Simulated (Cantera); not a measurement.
A closed system holds: 1 mol Si2H6, 0.24 mol O3, at 133 Pa.

Cantera equilibrium calculation (NASA polynomials, part measured and part estimated; ideal gas, pure solids and liquids). Candidate condensed phases: H2O, Si, SiO2; 18 gas species. The feed counts by its element totals alone. Mutual solubility and eutectic melting of coexisting phases are not modelled. The tables hold silica as quartz up to 1696 K and as liquid above; real silica turns to tridymite and cristobalite and melts near 1996 K. Gases not in the tables: Si2H6 and higher silanes. Kinetics and transport are ignored.

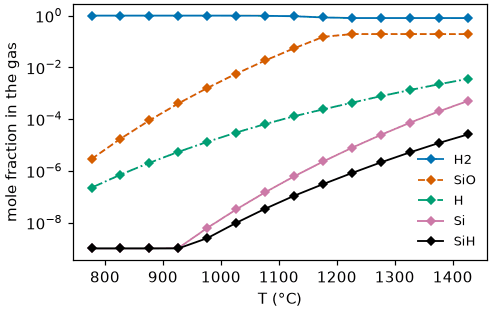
*Equilibrium gas composition (values under 1e-9 drawn at 1e-9)*

From 777 °C to 1177 °C the condensed part is Si(s) + SiO2(β-quartz). From 1227 °C to 1377 °C the condensed part is Si(s). At 1427 °C the condensed part is Si(l). The main Si-bearing gas is SiO throughout.
